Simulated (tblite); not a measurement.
Geometry relaxation of C5H10F2SeSi (part 1 of 3)

C5H10F2SeSi, computed with GFN2-xTB geometry optimisation, gas phase (tblite 0.8.0).

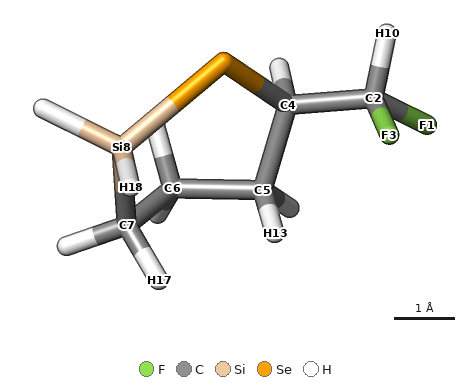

Figure 1. The input geometry (stick view, seen at an oblique angle; atoms are numbered from 1 in the order of the input). Bond lengths as drawn: C–C 1.50 to 1.54 Å, C–F 1.39 to 1.40 Å, C–H 1.09 to 1.13 Å, C–Se 1.96 Å, C–Si 1.87 Å, H–Si 1.46 to 1.48 Å and Se–Si 2.28 Å.

**The input**
```
{"job": {"kind": "relax", "xc": "GFN2-xTB", "basis": "xTB"}, "charge": 0, "multiplicity": 1}
F      3.385300    -0.958800    -0.271200
C      2.632700     0.203800    -0.087000
F      2.627300     0.556600     1.254300
C      1.252400     0.137000    -0.680000
C      0.403300    -0.983400    -0.094200
C     -1.003000    -0.854900    -0.710000
C     -1.986500    -0.346900     0.315800
Si    -1.709000     1.503700     0.422800
Se     0.399900     1.867500    -0.361400
H      3.191600     1.006200    -0.631300
H      1.365600    -0.014000    -1.766500
H      0.783900    -1.953200    -0.487700
H      0.323600    -0.969900     1.010900
H     -1.330800    -1.769300    -1.203900
H     -0.933800    -0.033400    -1.485700
H     -3.036200    -0.596600     0.055300
H     -1.793600    -0.837800     1.316700
H     -1.843900     1.898300     1.824800
H     -2.738600     2.154500    -0.414000
```

The first line tells a small driver script what to run in tblite; the rest is the geometry in Å.

Launch command:
```bash
OMP_NUM_THREADS=1 python <driver script> task.json out
```

**Output**
```
step      E/eV     max force
  0    -821.34500    1.629
  1    -821.54835    0.839
  2    -821.63825    0.509
  3    -821.67759    0.452
  4    -821.71550    0.553
  5    -821.73919    0.388
  6    -821.76584    0.333
  7    -821.78641    0.365
  8    -821.80920    0.445
  9    -821.83300    0.364
 10    -821.85636    0.362
 11    -821.87626    0.317
 12    -821.89204    0.423
 13    -821.90486    0.347
 14    -821.91646    0.271
 15    -821.92641    0.234
 16    -821.93495    0.300
 17    -821.94230    0.242
 18    -821.94829    0.170
 19    -821.95315    0.140
 20    -821.95729    0.195
 21    -821.96118    0.177
 22    -821.96489    0.166
 23    -821.96803    0.147
 24    -821.97042    0.151
 25    -821.97217    0.121
 26    -821.97349    0.111
 27    -821.97455    0.092
 28    -821.97539    0.083
 29    -821.97604    0.068
 30    -821.97666    0.071
 31    -821.97735    0.089
 32    -821.97816    0.100
 33    -821.97903    0.109
 34    -821.97989    0.073
 35    -821.98072    0.074
 36    -821.98155    0.072
 37    -821.98227    0.078
 38    -821.98281    0.055
 39    -821.98325    0.052
 40    -821.98365    0.043
 41    -821.98403    0.059
 42    -821.98434    0.045
 43    -821.98455    0.031
 44    -821.98476    0.034
 45    -821.98505    0.053
 46    -821.98547    0.066
 47    -821.98593    0.059
 48    -821.98639    0.044
 49    -821.98678    0.037
 50    -821.98709    0.041
 51    -821.98733    0.046
 52    -821.98755    0.037
 53    -821.98778    0.038
 54    -821.98799    0.042
 55    -821.98815    0.026
 56    -821.98827    0.022
 57    -821.98839    0.027
 58    -821.98854    0.036
 59    -821.98871    0.032
 60    -821.98886    0.027
 61    -821.98900    0.028
 62    -821.98916    0.035
 63    -821.98935    0.041
 64    -821.98953    0.029
 65    -821.98966    0.021
 66    -821.98975    0.020
 67    -821.98985    0.029
 68    -821.98996    0.028
 69    -821.99006    0.020
 70    -821.99014    0.016
 71    -821.99020    0.020
 72    -821.99028    0.024
 73    -821.99041    0.025
 74    -821.99057    0.027
 75    -821.99071    0.025
 76    -821.99082    0.024
 77    -821.99093    0.021
 78    -821.99107    0.029
 79    -821.99121    0.028
 80    -821.99134    0.028
 81    -821.99147    0.032
 82    -821.99167    0.032
 83    -821.99200    0.050
 84    -821.99249    0.060
 85    -821.99299    0.050
 86    -821.99336    0.046
 87    -821.99365    0.036
 88    -821.99392    0.042
 89    -821.99427    0.046
 90    -821.99459    0.036
 91    -821.99480    0.031
 92    -821.99491    0.033
 93    -821.99502    0.031
 94    -821.99512    0.024
 95    -821.99533    0.025
 96    -821.99541    0.025
 97    -821.99576    0.040
 98    -821.99612    0.055
 99    -821.99663    0.051
100    -821.99709    0.056
101    -821.99756    0.048
102    -821.99803    0.049
103    -821.99867    0.056
104    -821.99959    0.069
105    -822.00065    0.092
106    -822.00208    0.130
107    -822.00393    0.103
108    -822.00527    0.158
109    -822.00587    0.145
110    -822.00831    0.062
111    -822.00943    0.063
112    -822.01188    0.071
113    -822.01284    0.083
114    -822.01472    0.092
115    -822.01631    0.076
116    -822.01762    0.078
117    -822.01839    0.066
118    -822.01921    0.072
119    -822.02019    0.055
120    -822.02108    0.063
121    -822.02182    0.077
122    -822.02235    0.060
123    -822.02278    0.047
124    -822.02326    0.046
125    -822.02383    0.049
126    -822.02445    0.041
127    -822.02474    0.028
128    -822.02486    0.022
129    -822.02495    0.027
130    -822.02504    0.019
131    -822.02510    0.015
132    -822.02513    0.014
133    -822.02514    0.008
```

**Trajectory as extended XYZ (Å, eV, eV/Å), 26 of the 134 frames kept, from step=0 to step=133**
```
19
Properties=species:S:1:pos:R:3:forces:R:3 step=0 energy=-821.34500
F     3.3853   -0.9588   -0.2712   -0.9920   0.9940   0.5500
C     2.6327    0.2038   -0.0870    1.2630   0.6250   0.0220
F     2.6273    0.5566    1.2543    0.0320  -0.8150  -1.1970
C     1.2524    0.1370   -0.6800   -0.0870  -1.0860   0.5610
C     0.4033   -0.9834   -0.0942   -0.5160  -0.8070  -0.8890
C    -1.0030   -0.8549   -0.7100    0.0080   0.6580  -0.6540
C    -1.9865   -0.3469    0.3158   -0.6570  -1.0330   1.0740
Si   -1.7090    1.5037    0.4228   -0.5870   0.3980   0.4610
Se    0.3999    1.8675   -0.3614    0.2510   1.1740  -0.0670
H     3.1916    1.0062   -0.6313    0.0310  -0.2780   0.4490
H     1.3656   -0.0140   -1.7665   -0.0530   0.0990   0.2230
H     0.7839   -1.9532   -0.4877    0.2430   0.4950   0.7540
H     0.3236   -0.9699    1.0109    0.4380  -0.0140  -0.6540
H    -1.3308   -1.7693   -1.2039    0.0420  -0.0270   0.1250
H    -0.9338   -0.0334   -1.4857   -0.2240  -1.1630   0.1480
H    -3.0362   -0.5966    0.0553    0.6350   0.1640   0.0780
H    -1.7936   -0.8378    1.3167   -0.2970   0.3520  -1.0030
H    -1.8439    1.8983    1.8248    0.1210   0.2000   0.0000
H    -2.7386    2.1545   -0.4140    0.3480   0.0640   0.0170
19
Properties=species:S:1:pos:R:3:forces:R:3 step=5 energy=-821.73919
F     3.3361   -0.9267   -0.2267   -0.0260  -0.0880  -0.1830
C     2.6454    0.2364   -0.1067    0.1680  -0.0310   0.2130
F     2.6393    0.4946    1.2178   -0.0720   0.0940   0.1420
C     1.2468    0.1184   -0.6640   -0.1180   0.3590  -0.0880
C     0.3803   -1.0066   -0.1398    0.2180   0.0220   0.0030
C    -1.0265   -0.8636   -0.7221    0.1450  -0.0880  -0.1780
C    -1.9989   -0.3584    0.3301   -0.0410  -0.1470   0.0710
Si   -1.7395    1.5130    0.4624    0.1890   0.1290   0.0440
Se    0.4136    1.9536   -0.3610   -0.1360  -0.1530   0.0640
H     3.2285    1.0286   -0.6131   -0.0780  -0.0890   0.1220
H     1.3564    0.0012   -1.7409   -0.0480   0.1430  -0.2670
H     0.8277   -1.9611   -0.4278    0.0730   0.0350  -0.0560
H     0.3622   -0.9782    0.9458   -0.0410   0.0270   0.2140
H    -1.3422   -1.7886   -1.1904   -0.1680  -0.2970   0.1300
H    -0.9696   -0.1189   -1.5235   -0.1470  -0.1820  -0.1780
H    -3.0235   -0.5949    0.0527   -0.0510   0.0570  -0.0460
H    -1.8133   -0.8538    1.2848   -0.0520  -0.0490  -0.0820
H    -1.8291    1.9391    1.8521    0.0530   0.1520   0.0770
H    -2.7032    2.1751   -0.4220    0.1320   0.1040  -0.0020
19
Properties=species:S:1:pos:R:3:forces:R:3 step=11 energy=-821.87626
F     3.2770   -0.9338   -0.2676    0.0890  -0.1160   0.1030
C     2.6342    0.2451   -0.0804   -0.1910  -0.0300  -0.1630
F     2.6113    0.4748    1.2509   -0.1030  -0.1700  -0.0250
C     1.2386    0.1727   -0.6840   -0.2600   0.1740   0.0080
C     0.3999   -0.9867   -0.1653   -0.0810   0.0210  -0.0630
C    -1.0298   -0.9372   -0.7446   -0.0650  -0.0080   0.1550
C    -1.9897   -0.3720    0.3061   -0.0160   0.1410   0.0040
Si   -1.7081    1.5112    0.5125    0.0260  -0.0980  -0.0680
Se    0.3883    1.9685   -0.3348    0.1860   0.0510  -0.0040
H     3.2488    1.0273   -0.5389    0.0570   0.1700  -0.0630
H     1.3315    0.1108   -1.7794    0.0790  -0.0010   0.2200
H     0.9079   -1.9171   -0.4297   -0.0210  -0.0040  -0.1460
H     0.3713   -0.9572    0.9317   -0.0490   0.0770  -0.1550
H    -1.3850   -1.9176   -1.0801    0.2350  -0.0150   0.2120
H    -1.0536   -0.2898   -1.6299    0.0950  -0.0980   0.0520
H    -3.0242   -0.5562    0.0206   -0.0240   0.0560  -0.1110
H    -1.8454   -0.9043    1.2441    0.0230  -0.0150   0.0740
H    -1.7876    2.0338    1.8830    0.0210  -0.1300  -0.1210
H    -2.5952    2.2368   -0.4064    0.0000  -0.0050   0.0920
19
Properties=species:S:1:pos:R:3:forces:R:3 step=16 energy=-821.93495
F     3.2487   -0.9414   -0.2767   -0.0650   0.0770  -0.0750
C     2.6078    0.2433   -0.0877    0.0000   0.0180   0.0810
F     2.5579    0.4199    1.2509   -0.0210  -0.0280   0.0800
C     1.2076    0.2208   -0.6868    0.2270  -0.1810  -0.0740
C     0.3962   -0.9644   -0.1891    0.0170   0.0540   0.0490
C    -1.0375   -0.9739   -0.7282    0.0340  -0.0360   0.0060
C    -1.9940   -0.3690    0.3001    0.0500   0.0220  -0.0840
Si   -1.6695    1.5002    0.5094   -0.0140   0.0380  -0.0510
Se    0.4159    2.0005   -0.3137    0.0460   0.1910   0.0390
H     3.2436    1.0411   -0.5070   -0.0600  -0.0450   0.0160
H     1.3337    0.1698   -1.7705   -0.0600  -0.0240  -0.1410
H     0.9305   -1.8740   -0.4834   -0.0480   0.0710   0.0150
H     0.3608   -0.9280    0.9019    0.1030  -0.0880   0.0540
H    -1.3428   -1.9976   -0.9531    0.0110  -0.0150   0.0270
H    -1.0726   -0.4075   -1.6629   -0.0660  -0.0410  -0.0100
H    -3.0254   -0.5148   -0.0240    0.0320  -0.0010   0.0400
H    -1.8655   -0.9177    1.2353   -0.1210   0.1030   0.0020
H    -1.7584    2.0344    1.8657    0.0340  -0.1260   0.0730
H    -2.5469    2.2675   -0.3727   -0.1000   0.0100  -0.0470
19
Properties=species:S:1:pos:R:3:forces:R:3 step=21 energy=-821.96118
F     3.2312   -0.9363   -0.2980    0.0410   0.0080  -0.0170
C     2.5946    0.2437   -0.0785    0.0460  -0.0090  -0.0450
F     2.5239    0.3804    1.2663    0.0100  -0.0090  -0.0940
C     1.2118    0.2337   -0.7030   -0.0970   0.1280   0.0560
C     0.4007   -0.9449   -0.1939    0.0390  -0.0410  -0.0210
C    -1.0344   -0.9976   -0.7169    0.0010   0.0170  -0.0040
C    -1.9893   -0.3551    0.2832   -0.0630   0.0070   0.0390
Si   -1.6529    1.5117    0.4923    0.0410   0.0820  -0.0260
Se    0.4495    2.0479   -0.2969   -0.0760  -0.1590  -0.0160
H     3.2316    1.0469   -0.4807    0.0170   0.0100   0.1020
H     1.3231    0.1899   -1.7928   -0.0060   0.0000   0.0660
H     0.9347   -1.8440   -0.5076    0.0660  -0.0600   0.0000
H     0.3883   -0.9341    0.8991    0.0440   0.0140   0.0030
H    -1.3146   -2.0408   -0.8787   -0.0510   0.0150   0.0100
H    -1.0977   -0.4840   -1.6803    0.0010  -0.0400   0.0060
H    -3.0191   -0.4922   -0.0434   -0.0350   0.0280  -0.0740
H    -1.9065   -0.8888    1.2319    0.0280   0.0910   0.0190
H    -1.7325    1.9886    1.8729    0.0210  -0.0850   0.0150
H    -2.5522    2.2841   -0.3673   -0.0290   0.0030  -0.0180
19
Properties=species:S:1:pos:R:3:forces:R:3 step=27 energy=-821.97455
F     3.2328   -0.9275   -0.3241    0.0480   0.0040  -0.0310
C     2.5934    0.2453   -0.0823   -0.0080   0.0040   0.0170
F     2.5098    0.3525    1.2629    0.0280  -0.0300   0.0480
C     1.2075    0.2437   -0.7026   -0.0480   0.0140  -0.0140
C     0.4099   -0.9469   -0.1968   -0.0260  -0.0150   0.0060
C    -1.0334   -1.0100   -0.7037   -0.0090  -0.0120   0.0040
C    -1.9961   -0.3367    0.2720    0.0260   0.0160  -0.0180
Si   -1.6496    1.5280    0.4772   -0.0810  -0.0370   0.0220
Se    0.4456    2.0453   -0.2942    0.0240   0.0130  -0.0400
H     3.2359    1.0605   -0.4438    0.0090   0.0360  -0.0250
H     1.3124    0.2028   -1.7908    0.0200  -0.0030  -0.0220
H     0.9541   -1.8387   -0.5210   -0.0140  -0.0140   0.0060
H     0.4160   -0.9376    0.8964   -0.0240  -0.0220   0.0080
H    -1.3185   -2.0569   -0.8309   -0.0170  -0.0010   0.0330
H    -1.1072   -0.5352   -1.6861    0.0440   0.0030   0.0150
H    -3.0218   -0.4700   -0.0751    0.0410  -0.0050   0.0050
H    -1.9245   -0.8401    1.2379   -0.0220   0.0090  -0.0290
H    -1.7109    1.9334    1.8817   -0.0080   0.0070  -0.0100
H    -2.5652    2.2973   -0.3692    0.0150   0.0330   0.0250
19
Properties=species:S:1:pos:R:3:forces:R:3 step=32 energy=-821.97816
F     3.2460   -0.9145   -0.3435   -0.0100   0.0210  -0.0340
C     2.5937    0.2485   -0.0807   -0.0040  -0.0030  -0.0130
F     2.5166    0.3301    1.2675    0.0080  -0.0030  -0.0240
C     1.2035    0.2457   -0.7020    0.0640  -0.0740   0.0200
C     0.4104   -0.9513   -0.1956    0.0120   0.0050   0.0200
C    -1.0321   -1.0178   -0.6990    0.0080   0.0130   0.0080
C    -1.9949   -0.3302    0.2640   -0.0200   0.0100   0.0010
Si   -1.6605    1.5311    0.4762    0.0660   0.0350  -0.0160
Se    0.4390    2.0472   -0.3053   -0.0260   0.0040  -0.0030
H     3.2322    1.0725   -0.4354   -0.0470   0.0170   0.0180
H     1.3153    0.2051   -1.7915    0.0000  -0.0210   0.0400
H     0.9551   -1.8420   -0.5232   -0.0030   0.0120   0.0100
H     0.4143   -0.9461    0.8976    0.0090  -0.0060   0.0060
H    -1.3281   -2.0643   -0.8038    0.0280   0.0080  -0.0230
H    -1.0942   -0.5528   -1.6856   -0.0170  -0.0260  -0.0270
H    -3.0161   -0.4653   -0.0891   -0.0360  -0.0130  -0.0200
H    -1.9354   -0.8248    1.2338   -0.0030  -0.0350   0.0100
H    -1.7082    1.9203    1.8845   -0.0160   0.0230   0.0110
H    -2.5665    2.3179   -0.3614   -0.0140   0.0320   0.0170
```
